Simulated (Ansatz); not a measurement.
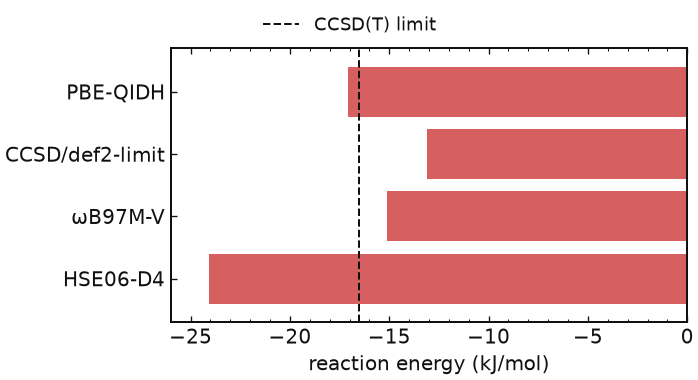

Electronic reaction energy of CH₆Si (C[SiH3]) + PH₃SO (OPS) → SiPH₅SO (OP([SiH3])S) + CH₄ (C) (SMILES in brackets) at several levels (functionals in def2-TZVPP unless a basis is named), isolated molecules at PBE0-D4 triple-zeta geometries, minima by their frequencies, no zero-point or thermal terms, the Ansatz code 0.2.0. The line is frozen-core CCSD(T) at the basis limit (MP2 extrapolated from triple and quadruple zeta, plus CCSD(T) less MP2 in a smaller set). PBE-QIDH holds a correlation term that converges slowly with the basis, so part of the distance to the limit is basis error. No dispersion term is added to PBE-QIDH.

### Which level comes closest to the line (CCSD(T) limit), and which misses most?

Closest PBE-QIDH (−17.1 kJ/mol), against −16.5 kJ/mol; farthest HSE06-D4 (−24.1 kJ/mol).

### What do zero-point energy and temperature add?

Zero-point change 0.1 kJ/mol; at 298.15 K and 1 bar the CCSD(T) limit plus thermal terms gives an enthalpy of reaction of −13.2 and a free energy of −9.5 kJ/mol (harmonic PBE0-D4 modes, ideal gas).
